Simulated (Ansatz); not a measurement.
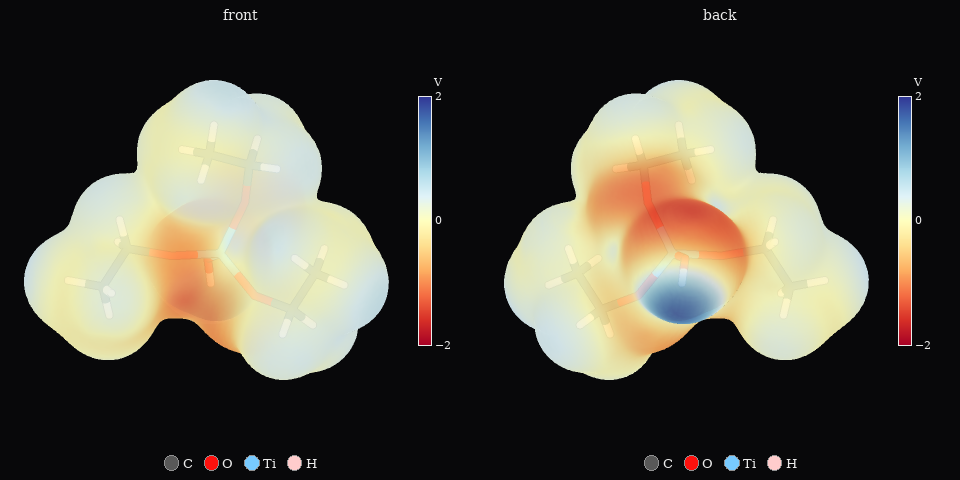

C6H16O4Ti (SMILES CC[O][Ti]([OH])([O]CC)[O]CC). The electrostatic potential painted on the density surface at 0.001 e/bohr³, seen from the front and from behind; the colour scale runs from red (negative) to blue (positive).

Geometry: PBE0-D4/def2-TZVP.

Theory: RKS PBE0-D4/def2-TZVPP in Ansatz.

Input

```
crystal:
  periodic: [false, false, false]
  atoms:
    - {symbol: C, position_ang: [-1.147479, -3.531676, -0.808965]}
    - {symbol: C, position_ang: [-0.671515, -2.663864, 0.334791]}
    - {symbol: O, position_ang: [-0.554793, -1.330738, -0.068074]}
    - {symbol: Ti, position_ang: [-0.988266, 0.348638, 0.377703]}
    - {symbol: O, position_ang: [-2.484399, 0.321273, 1.407851]}
    - {symbol: O, position_ang: [-1.257238, 1.283549, -1.117758]}
    - {symbol: C, position_ang: [-0.866860, 2.281396, -2.011000]}
    - {symbol: C, position_ang: [0.485244, 2.865628, -1.662956]}
    - {symbol: O, position_ang: [0.344932, 1.055861, 1.326966]}
    - {symbol: C, position_ang: [1.677238, 1.049933, 1.738698]}
    - {symbol: C, position_ang: [2.290837, -0.332032, 1.674741]}
    - {symbol: H, position_ang: [-1.215445, -4.575719, -0.492236]}
    - {symbol: H, position_ang: [-0.455313, -3.468755, -1.651081]}
    - {symbol: H, position_ang: [-2.133278, -3.209299, -1.150772]}
    - {symbol: H, position_ang: [-1.366783, -2.738274, 1.181502]}
    - {symbol: H, position_ang: [0.308968, -3.010199, 0.687612]}
    - {symbol: H, position_ang: [-3.385206, 0.524990, 1.154805]}
    - {symbol: H, position_ang: [-0.845090, 1.853475, -3.021237]}
    - {symbol: H, position_ang: [-1.629547, 3.070490, -2.010789]}
    - {symbol: H, position_ang: [0.754927, 3.649829, -2.374866]}
    - {symbol: H, position_ang: [0.472881, 3.296579, -0.659506]}
    - {symbol: H, position_ang: [1.257460, 2.093060, -1.694586]}
    - {symbol: H, position_ang: [2.245901, 1.745500, 1.107228]}
    - {symbol: H, position_ang: [1.721776, 1.436304, 2.764530]}
    - {symbol: H, position_ang: [3.334181, -0.298651, 1.998672]}
    - {symbol: H, position_ang: [2.255293, -0.725417, 0.656353]}
    - {symbol: H, position_ang: [1.749876, -1.022482, 2.325874]}
basis:
  gaussian: {orbitals: def2-TZVPP}
hamiltonian: {xc: pbe0, dispersion: d4}
output: {orbitals: {seedname: orbitals}}
```

Launched as:

```sh
ansatz run in.yaml --threads 11 --pin off --events-out ev --progress --plain --max-ram 120832MiB --backend cuda --devices 0, --max-vram 75GiB
```

Question: Where is the surface potential most negative and most positive?

Answer: The most negative region (about −1.4 V) lies over O5, the most positive (about +1.6 V) over H17. O5 is the likeliest acceptor of a hydrogen bond.
